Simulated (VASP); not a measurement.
Energy against volume of AuAl$_{2}$ (fluorite). Level of theory: vdW-DF2, VASP's PBE PAW potentials (set 64) (plane waves; VASP).

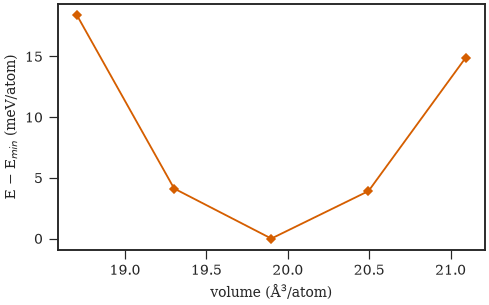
*Energy against volume*

Task: Estimate the equilibrium volume and the bulk modulus.

Result: The minimum lies near 19.9 Å³/atom, and the curvature gives B0 of about 74 GPa.

The compound is AuAl2 in the fluorite structure. It was relaxed first, which changed the volume by +10 %.
